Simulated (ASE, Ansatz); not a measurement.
# Electronic structure of random rutile alloy of IrO2 and SiO2 (96 atoms), part 2 of 2

Wanted: forces, charges and levels of random rutile alloy of IrO2 and SiO2 (96 atoms).

Ansatz 0.2.0; Kohn-Sham DFT, PBE, PAW (set soft_2), plane waves.

The cell: 4 Si, 64 O and 28 Ir. The host structure and its lattice constant were typed by rule, without a check against the phase diagram. The main run has no spin polarisation. Spin–orbit coupling is left out.

So far. Step 2 (Plane-wave single point): About 225 of the 876 electrons lie in deeper levels, below the stored range.

## 2. Plane-wave single point (continued)

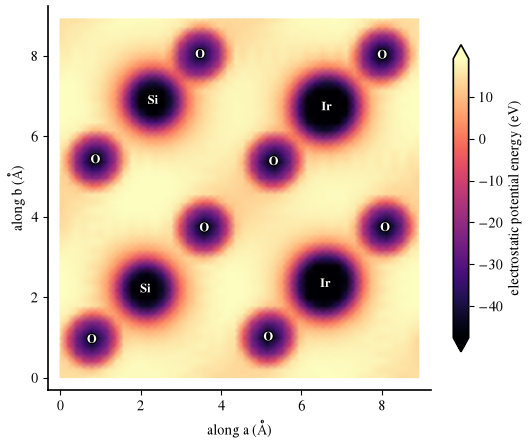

Electrostatic potential energy in the ab plane at fractional z = 0.001, with atoms of Si and O and Ir within 0.2 Å of it. With pseudopotentials it is smooth inside the atoms' cores, unlike the true potential. The map starts off the cell's origin, so that atoms lie inside it.

Mean Löwdin charges: Ir +1.43, O -0.65, Si +1.43 e (they miss 0.48 % of the electrons, so they add up to more than the cell's charge). Within 0.4 eV of the Fermi level the largest share is Ir d (57 % of the projected weight).

## 3. Distances and neighbours

Bonds and neighbours are counted at the geometry of the runs.

Density 11.0 g/cm³, 10.25 Å³ an atom.

Pair distribution functions g(r), in bins of 0.2 Å:

```tsv
r (Å)	total	O-O	O-Ir	O-Si	Ir-Ir	Ir-Si	Si-Si
1.60	0.06	0.00	0.00	1.12	0.00	0.00	0.00
1.80	1.28	0.00	2.97	2.25	0.00	0.00	0.00
2.00	2.60	0.00	5.97	5.04	0.00	0.00	0.00
2.20	0.36	0.07	0.66	1.32	0.00	0.00	0.00
2.40	0.33	0.73	0.00	0.00	0.00	0.00	0.00
2.60	0.95	2.13	0.00	0.00	0.00	0.00	0.00
2.80	1.83	4.12	0.00	0.00	0.00	0.00	0.00
3.00	0.71	1.24	0.00	0.00	1.62	0.81	0.00
3.20	0.90	1.25	0.47	0.28	0.89	2.44	4.56
3.40	1.25	0.37	1.59	1.86	3.56	2.36	4.05
3.60	1.14	0.06	1.45	1.29	4.23	4.92	0.00
3.80	0.67	0.47	0.97	1.16	0.14	0.24	0.00
4.00	1.14	0.64	1.95	1.71	0.00	0.00	0.00
4.20	0.47	0.20	0.80	0.88	0.17	0.19	2.74
4.40	1.19	1.44	0.83	0.94	1.67	1.26	0.00
4.60	1.44	1.21	1.85	1.81	0.67	0.66	2.24
4.80	1.17	1.58	1.07	0.87	0.00	0.00	0.00
5.00	0.53	1.06	0.10	0.31	0.00	0.00	0.00
5.20	0.98	1.52	0.60	0.67	0.36	0.25	0.00
5.40	1.44	1.32	1.24	1.31	2.62	2.75	1.66
5.60	1.40	1.27	1.16	0.97	2.80	3.37	1.57
5.80	0.71	0.52	0.90	1.09	0.57	0.53	0.00
6.00	0.63	0.11	1.31	1.02	0.08	0.19	0.00
6.20	0.43	0.53	0.13	0.36	1.12	1.17	0.00
6.40	0.86	1.20	0.59	0.63	0.56	0.69	0.00
6.60	1.21	0.89	1.85	1.50	0.07	0.08	0.00
6.80	1.01	1.02	1.21	1.16	0.19	0.15	2.07
7.00	1.66	1.90	1.38	1.41	1.83	1.70	1.97
```

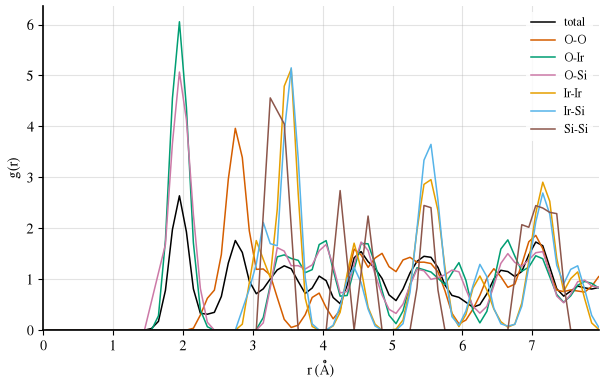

Pair distribution functions, lightly smoothed.

Bonds by pair of elements; cutoffs follow the first minimum of g(r), held within bounds set by covalent radii, and pairs that aren't listed don't count as bonded:

```tsv
pair A-B	cutoff (Å)	bonds	mean length (Å)	spread (Å)	shortest (Å)	B about A	A about B
O-Ir	2.58	168	1.96	0.101	1.70	2.62	6
O-Si	2.16	23	1.95	0.13	1.63	0.359	5.75
```

The cutoff for O-Si falls short of the minimum of g(r), so counts run low and odd coordinations can be artefacts.

How many atoms have how many bonded neighbours:

```tsv
element	mean	2	3	5	6
Ir	6	0	0	0	28
O	2.98	1	63	0	0
Si	5.75	0	0	1	3
```

Bond angles (no mean is given where the spread exceeds 20°):

```tsv
angle	count	mean (°)	spread (°)
O-Ir-O	420	-	-
Ir-O-Ir	146	120	12.5
O-Si-O	55	-	-
Ir-O-Si	42	120	12.2
Si-O-Si	2	123	1.2
```

Bond length by coordination (bonds to H left out):

```tsv
element	coordination	atoms	mean bond length (Å)
O	2	1	1.85
O	3	63	1.96
Si	5	1	1.90
Si	6	3	1.96
```

Rings of the network by King's shortest-path rule, up to 12 atoms, one path for each pair of neighbours; H, halogens, alkali and alkaline-earth atoms are left out, and the last column divides by all other atoms, bonded or not:

```tsv
ring size (atoms)	rings	per network atom
4	31	0.323
6	124	1.29
8	95	0.99
```

First main peaks of g(r), for some of the pairs, lie near 2.74 Å (O-O), 1.94 Å (O-Ir) and 1.94 Å (O-Si). Rings of 6 atoms are the most common (50 % of those counted); sizes run from 4 to 8.

Local excerpt of 10 atoms (numbers count through the whole input) about Ir61, which bears the longest force; x, y, z are measured from there.

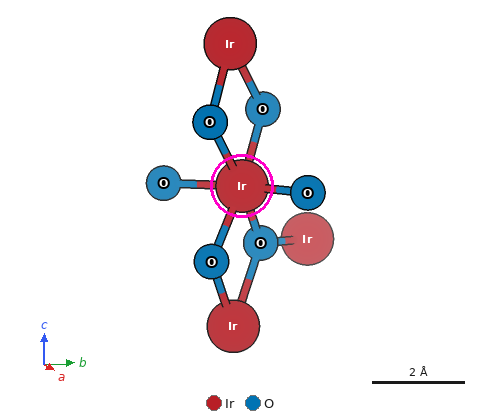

The atoms of the table, within 3.3 Å (arrows a, b, c point along x, y, z); some may hide others; the central atom is ringed.

```tsv
atom	x	y	z	distance (Å)	bonds	Löwdin charge (e)	Fx	Fy	Fz (eV/Å)
Ir61	0.00	0.00	0.00	0.00	6	1.58	1.43	-8.78	3.95
O12	-0.80	0.61	-1.41	1.73	3	-0.59	-3.23	3.53	-6.70
O63	1.29	1.16	0.01	1.74	3	-0.65	5.07	5.35	1.63
O18	-0.86	0.68	1.54	1.89	3	-0.62	1.82	-1.84	2.21
O40	-1.32	-1.44	-0.09	1.95	3	-0.63	0.54	0.00	4.58
O83	0.90	-0.90	-1.49	1.96	3	-0.67	2.58	-2.58	0.07
O89	1.03	-0.97	1.61	2.14	3	-0.68	-1.37	0.19	-0.42
Ir55	0.08	-0.21	-3.08	3.09	6	1.46	-1.59	1.47	3.52
Ir67	0.09	-0.29	3.17	3.19	6	1.28	-1.58	1.72	-0.41
Ir8	-2.17	1.99	-1.59	3.35	6	1.33	-1.91	0.37	8.41
```

The column of bonds counts only the pairs O-Ir within 2.58 Å, O-Si within 2.16 Å; other neighbours, such as metal atoms beside each other in a compound, aren't counted, and periodic images can show an atom twice.

## 4. What came out

```yaml
free_energy_per_atom: -3885.0035 eV/atom
density: 11.01 g/cm³
pressure: 20.1 GPa
r_m_s_force_component: 2.57 eV/Å
wall_time_of_the_1_dft_run: 56 s
```

In words: 16 levels are partly filled, by over 2 % (on the run's k-points): no clear gap opens at this level.

**Limits.** The geometry was built by rule, was displaced at random and isn't relaxed at this level: its force components are 2.6 eV/Å r.m.s. The stress is far from hydrostatic: its diagonal is 18.8, 18.4, 23.1 GPa, compression counted positive. The pressure of 20 GPa belongs to a cell and atoms that aren't relaxed at this level.

[Logs are printed without paths, hosts, clocks, repeated set-up lines and the standing remarks that a program may print on its own settings, such as how far it seeks lower states.]

[Hosts, paths, dates, database ids (printed as entryN), source tags and the programs' standing remarks are cut or masked in the printed files.]
